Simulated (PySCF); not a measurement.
**AlSiN2H7O (SMILES [NH2][Al]([NH2])[O][SiH3]) at 6 levels**

Aim: a comparison of 6 runs (HF/3-21G, PBE0/STO-3G, B3LYP/6-31G*, MP2/6-311+G**, CCSD(T)/3-21G) of AlSiN2H7O. 

The calculation is run with PySCF 2.14.0.

### 1 The system as given

AlSiN2H7O: 12 atoms, total charge 0, spin state singlet. SMILES: `[NH2][Al]([NH2])[O][SiH3]`. The coordinates come from a PBE0-D4/def2-TZVP relaxation.

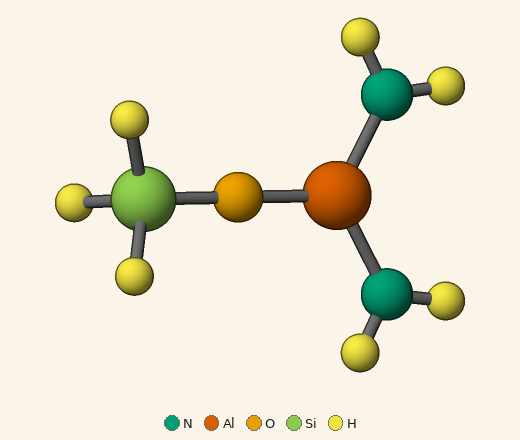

The structure, seen from a chosen angle (nitrogen teal, aluminium orange, oxygen amber, silicon green, hydrogen yellow).

### 2 Energy and forces at HF/3-21G (run 1)

The input, calc.py:

```python
# [NH2][Al]([NH2])[O][SiH3]
from pyscf import gto

molecule = gto.M(
    atom='''
N     -1.563400     0.011300     1.684000
Al    -0.307800    -0.548700     0.582300
N      0.322800    -2.192800     0.640000
O      0.309100     0.521500    -0.563500
Si     0.903300     1.550500    -1.657900
H     -1.999800    -0.538700     2.403900
H     -1.942700     0.943000     1.676800
H      0.028900    -2.911400     1.279200
H      1.040400    -2.541300     0.027100
H      0.935600     2.935600    -1.112100
H      2.290100     1.166500    -2.040800
H      0.060500     1.549500    -2.885200
''',
    charge=0,
    max_memory=1860,
    basis='3-21g',
    verbose=4,
)

mf = molecule.RHF()
mf.conv_tol = 1e-10
mf.kernel()
if not mf.converged:
    mf = mf.newton().run(mf.mo_coeff, mf.mo_occ)

e_final = mf.e_tot
print('E = %.10f Eh' % e_final)
grad = mf.nuc_grad_method().kernel()
mf.analyze()
```

Run with:

```sh
$ OMP_NUM_THREADS=1 python calc.py
```

Output:

```text
PySCF version 2.14.0

[... 82 lines left out ...]
One-electron Energy =                -1545.199551237159540
[... 8 lines left out ...]
MO #4   energy= -15.4210988760396  occ= 2
[... 6 lines left out ...]
MO #11  energy= -3.1562694304756   occ= 2
[... 6 lines left out ...]
MO #18  energy= -0.621835523987457 occ= 2
[... 6 lines left out ...]
MO #25  energy= -0.434385688349899 occ= 2
[... 6 lines left out ...]
MO #32  energy= 0.227845875548082  occ= 0
[... 6 lines left out ...]
MO #39  energy= 0.369309995583766  occ= 0
[... 6 lines left out ...]
MO #46  energy= 0.622710248499343  occ= 0
[... 6 lines left out ...]
MO #53  energy= 1.36314366145865   occ= 0
[... 6 lines left out ...]
MO #60  energy= 1.71428976007816   occ= 0
[... 6 lines left out ...]
MO #67  energy= 3.19562308705417   occ= 0
[... 43 lines left out ...]
pop of  4 Si 2s           1.99977
pop of  4 Si 3s           0.98397
pop of  4 Si 4s           0.00389
pop of  4 Si 2px          1.99983
pop of  4 Si 2py          1.99978
pop of  4 Si 2pz          1.99978
pop of  4 Si 3px          0.78116
pop of  4 Si 3py          0.68890
pop of  4 Si 3pz          0.67045
pop of  4 Si 4px          0.01581
pop of  4 Si 4py          0.01335
pop of  4 Si 4pz          0.01345
pop of  5 H 1s            0.78981
pop of  5 H 2s            0.00926
pop of  6 H 1s            0.78722
pop of  6 H 2s            0.00928
pop of  7 H 1s            0.78986
pop of  7 H 2s            0.00925
pop of  8 H 1s            0.78717
pop of  8 H 2s            0.00928
pop of  9 H 1s            1.14786
pop of  9 H 2s            0.00246
pop of  10 H 1s           1.14774
pop of  10 H 2s           0.00245
pop of  11 H 1s           1.14825
pop of  11 H 2s           0.00256
 ** Mulliken atomic charges  **
charge of    0N =     -0.73571
charge of    1Al =      1.11064
charge of    2N =     -0.73570
charge of    3O =     -0.82665
charge of    4Si =      0.82987
charge of    5H =      0.20093
charge of    6H =      0.20350
charge of    7H =      0.20088
charge of    8H =      0.20355
charge of    9H =     -0.15032
charge of   10H =     -0.15018
charge of   11H =     -0.15080
Dipole moment(X, Y, Z, Debye): -0.56676, -0.99564,  1.08222
```

Run time: 7.2 s. Hardware: 1 thread of Intel Xeon at 2.50GHz (Skylake/Cascade Lake), shared host; peak memory 0.14 GiB.

### 3 Energy and gradient at PBE0/STO-3G (run 2)

The input, input.py:

```python
from pyscf import gto, dft

system = gto.M(
    atom='''
N     -2.954398     0.021354     3.182299
Al    -0.581658    -1.036893     1.100388
N      0.610004    -4.143791     1.209425
O      0.584114     0.985492    -1.064861
Si     1.706990     2.930020    -3.132977
H     -3.779074    -1.017995     4.542713
H     -3.671171     1.782012     3.168693
H      0.054613    -5.501749     2.417338
H      1.966071    -4.802361     0.051212
H      1.768028     5.547480    -2.101564
H      4.327662     2.204366    -3.856553
H      0.114328     2.928131    -5.452238
''',
    unit='bohr',
    verbose=3,
    max_memory=1860,
    charge=0,
    basis='sto-3g',
)

mf = dft.RKS(system)
mf.xc = 'pbe0'
mf.grids.level = 5
mf.conv_tol = 1e-10
mf.kernel()
if not mf.converged:
    mf = mf.newton().run(mf.mo_coeff, mf.mo_occ)

e_tot = mf.e_tot
print('E(%s) = %.9f' % ('PBE0', e_tot))
grad = mf.nuc_grad_method().kernel()
mf.analyze()
```

Run with:

```sh
$ OMP_NUM_THREADS=1 python input.py
```

Output:

```text
converged SCF energy = -711.751677210265
E(PBE0) = -711.751677210
--------------- RKS gradients ---------------
         x                y                z
0 N    -0.0362858395     0.0167915465     0.0317304629
1 Al    -0.0087751408    -0.0150747615     0.0160919089
2 N     0.0187261732    -0.0474506683     0.0012499832
3 O     0.0153373859     0.0262920216    -0.0278817385
4 Si    -0.0034527862    -0.0059654742     0.0061806356
5 H     0.0110356596     0.0135606723    -0.0180448822
6 H     0.0098242077    -0.0227336592    -0.0004611841
7 H     0.0071526670     0.0180508488    -0.0158214057
8 H    -0.0175949459     0.0093034960     0.0146814144
9 H    -0.0005390645     0.0144140663     0.0077701747
10 H     0.0149751344    -0.0058945858    -0.0028463119
11 H    -0.0104035159    -0.0012975634    -0.0126483821
----------------------------------------------
**** MO energy ****
MO #1   energy= -65.4888740215074  occ= 2
MO #2   energy= -55.506903043403   occ= 2
MO #3   energy= -18.7704450200077  occ= 2
MO #4   energy= -14.0463554566079  occ= 2
MO #5   energy= -14.0463233782724  occ= 2
MO #6   energy= -5.13877831835126  occ= 2
MO #7   energy= -3.98365895546517  occ= 2
MO #8   energy= -3.41661239144365  occ= 2
MO #9   energy= -3.414746219354    occ= 2
MO #10  energy= -3.41468793253267  occ= 2
MO #11  energy= -2.45138155444534  occ= 2
MO #12  energy= -2.44893461015399  occ= 2
MO #13  energy= -2.44721055735068  occ= 2
MO #14  energy= -0.84627342389125  occ= 2
MO #15  energy= -0.755868912885562 occ= 2
MO #16  energy= -0.747449698301385 occ= 2
MO #17  energy= -0.480988720040515 occ= 2
MO #18  energy= -0.404643144854944 occ= 2
MO #19  energy= -0.396729559413067 occ= 2
MO #20  energy= -0.3665395204039   occ= 2
MO #21  energy= -0.297704212190321 occ= 2
MO #22  energy= -0.296630655755795 occ= 2
MO #23  energy= -0.288629242202336 occ= 2
MO #24  energy= -0.280041549860875 occ= 2
MO #25  energy= -0.159615703429994 occ= 2
MO #26  energy= -0.1233280723493   occ= 2
MO #27  energy= -0.110847300960373 occ= 2
MO #28  energy= -0.102302593591194 occ= 2
MO #29  energy= 0.236046853562077  occ= 0
MO #30  energy= 0.263733560981755  occ= 0
MO #31  energy= 0.343883490458562  occ= 0
MO #32  energy= 0.372271986035969  occ= 0
MO #33  energy= 0.388783442383952  occ= 0
MO #34  energy= 0.398593814294405  occ= 0
MO #35  energy= 0.445795758421287  occ= 0
MO #36  energy= 0.484326796405412  occ= 0
MO #37  energy= 0.511816254223271  occ= 0
MO #38  energy= 0.522254079086366  occ= 0
MO #39  energy= 0.656705847076149  occ= 0
MO #40  energy= 0.66508208541287   occ= 0
 ** Mulliken atomic charges  **
charge of    0N =     -0.44970
charge of    1Al =      0.76399
charge of    2N =     -0.44969
charge of    3O =     -0.43327
charge of    4Si =      0.58783
charge of    5H =      0.10305
charge of    6H =      0.10371
charge of    7H =      0.10302
charge of    8H =      0.10374
charge of    9H =     -0.14462
charge of   10H =     -0.14480
charge of   11H =     -0.14327
Dipole moment(X, Y, Z, Debye): -0.46372, -0.80241,  0.86277
```

Run time: 35 s. Hardware: 1 thread of Intel Xeon at 2.50GHz (Skylake/Cascade Lake), shared host; peak memory 0.45 GiB.

Runs 3 to 5 aren't shown in full; the table further down has their settings and results.

### 4 A single-point energy at CCSD(T)/3-21G (run 6)

The input, input.xyz:

```xyz
12
AlH7N2OSi
N     -1.563400     0.011300     1.684000
Al    -0.307800    -0.548700     0.582300
N      0.322800    -2.192800     0.640000
O      0.309100     0.521500    -0.563500
Si     0.903300     1.550500    -1.657900
H     -1.999800    -0.538700     2.403900
H     -1.942700     0.943000     1.676800
H      0.028900    -2.911400     1.279200
H      1.040400    -2.541300     0.027100
H      0.935600     2.935600    -1.112100
H      2.290100     1.166500    -2.040800
H      0.060500     1.549500    -2.885200
```

The input, calc.py:

```python
from pyscf import gto, scf, cc

mol = gto.M(
    atom='input.xyz',
    charge=0,
    basis='3-21g',
    max_memory=1860,
    verbose=4,
)

mf = scf.RHF(mol)
mf.conv_tol = 1e-10
mf.kernel()
if not mf.converged:
    mf = mf.newton().run(mf.mo_coeff, mf.mo_occ)

mycc = cc.CCSD(mf, frozen=13)
mycc.kernel()
e_t = mycc.ccsd_t()
e_final = mycc.e_tot + e_t
print(f'total energy: {e_final:.8f} hartree')
mf.analyze()
```

Run with:

```sh
$ OMP_NUM_THREADS=1 python calc.py
```

Output:

```text
PySCF version 2.14.0

[... 99 lines left out ...]
One-electron Energy =                -1545.199551237159540
[... 8 lines left out ...]
MO #4   energy= -15.4210988760396  occ= 2
[... 6 lines left out ...]
MO #11  energy= -3.1562694304756   occ= 2
[... 6 lines left out ...]
MO #18  energy= -0.621835523987457 occ= 2
[... 6 lines left out ...]
MO #25  energy= -0.434385688349899 occ= 2
[... 6 lines left out ...]
MO #32  energy= 0.227845875548082  occ= 0
[... 6 lines left out ...]
MO #39  energy= 0.369309995583766  occ= 0
[... 6 lines left out ...]
MO #46  energy= 0.622710248499343  occ= 0
[... 6 lines left out ...]
MO #53  energy= 1.36314366145865   occ= 0
[... 6 lines left out ...]
MO #60  energy= 1.71428976007816   occ= 0
[... 6 lines left out ...]
MO #67  energy= 3.19562308705417   occ= 0
[... 43 lines left out ...]
pop of  4 Si 2s           1.99977
pop of  4 Si 3s           0.98397
pop of  4 Si 4s           0.00389
pop of  4 Si 2px          1.99983
pop of  4 Si 2py          1.99978
pop of  4 Si 2pz          1.99978
pop of  4 Si 3px          0.78116
pop of  4 Si 3py          0.68890
pop of  4 Si 3pz          0.67045
pop of  4 Si 4px          0.01581
pop of  4 Si 4py          0.01335
pop of  4 Si 4pz          0.01345
pop of  5 H 1s            0.78981
pop of  5 H 2s            0.00926
pop of  6 H 1s            0.78722
pop of  6 H 2s            0.00928
pop of  7 H 1s            0.78986
pop of  7 H 2s            0.00925
pop of  8 H 1s            0.78717
pop of  8 H 2s            0.00928
pop of  9 H 1s            1.14786
pop of  9 H 2s            0.00246
pop of  10 H 1s           1.14774
pop of  10 H 2s           0.00245
pop of  11 H 1s           1.14825
pop of  11 H 2s           0.00256
 ** Mulliken atomic charges  **
charge of    0N =     -0.73571
charge of    1Al =      1.11064
charge of    2N =     -0.73570
charge of    3O =     -0.82665
charge of    4Si =      0.82987
charge of    5H =      0.20093
charge of    6H =      0.20350
charge of    7H =      0.20088
charge of    8H =      0.20355
charge of    9H =     -0.15032
charge of   10H =     -0.15018
charge of   11H =     -0.15080
Dipole moment(X, Y, Z, Debye): -0.56676, -0.99564,  1.08222
```

It took 14 s on 1 thread of Intel Xeon at 2.50GHz (Skylake/Cascade Lake), shared host; peak memory 0.22 GiB.

### 5 The series

```tsv
run	level	integration grid	Cartesian functions	energy (Eh)	dipole moment (D) of the reference	HOMO energy (eV)	LUMO energy (eV)	wall time
1	HF/3-21G	–	no	-714.992016	1.58	-9.92	4.06	7.2 s
2	PBE0/STO-3G	5	no	-711.751677	1.27	-2.78	6.42	35 s
3	B3LYP/6-31G* (spherical functions)	5	no	-721.016462	1.85	-6.33	0.02	92 s
4	B3LYP/6-31G* (Cartesian functions)	5	yes	-721.023581	1.84	-6.33	-0.02	1.7 min
5	MP2/6-311+G**	–	no	-719.679765	1.52	-10.52	1.25	4 min
6	CCSD(T)/3-21G	–	no	-715.446221	1.58	-9.92	4.06	14 s
```

### 6 Summary of results

| quantity | value |
| --- | --- |
| run 6: total energy | -715.44622 Eh |
| run 6: dipole moment (Hartree–Fock density) | 1.58 D |
| run 6: HOMO energy (Hartree–Fock orbitals) | -9.92 eV |
| run 6: LUMO energy (Hartree–Fock orbitals) | 4.06 eV |
| run 6: HOMO–LUMO gap (Hartree–Fock orbitals) | 13.98 eV |
| run 6: correlation energy (13 core orbitals frozen) | -454.2 mEh |
| run 6: (T) correction | -9.81 mEh |
| run 6: T1 diagnostic | 0.015 |

**Reading.** Over runs 1, 2, 3, 4 the dipole moment (its size) runs from 1.27 D (PBE0/STO-3G) to 1.85 D (B3LYP/6-31G*). The two ends differ in method and basis. Over runs 1, 2, 3, 4 the HOMO–LUMO gap runs from 6.31 eV (B3LYP/6-31G*) to 13.98 eV (HF/3-21G). Totals of different functionals can't be ranked against each other. In run 2 the basis is minimal, so the values are rough. All runs together took 8.2 min, the longest 4 min.
